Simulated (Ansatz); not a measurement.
Consider MgO in the rock salt structure (space group Fm-3m, No. 225; a = 4.2149 Å). Axes: x, y, z lie along the cube axes.

The change: uniaxial strain ε_xx = −0.69 %, all other strain components held at zero, atoms relaxed at fixed cell.

Calculations: PBEsol/PAW in Ansatz (a program for electronic structure), no SOC, earlier PAW set.

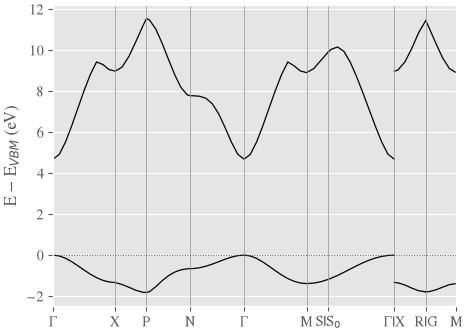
Figure: Highest valence and lowest conduction band along the path of the changed cell's own zone

The gap is 4.68 eV, direct at Γ; the base has 4.62 eV.

Whether these cells are dynamically stable was not tested. k-point labels follow each cell's own Brillouin zone.
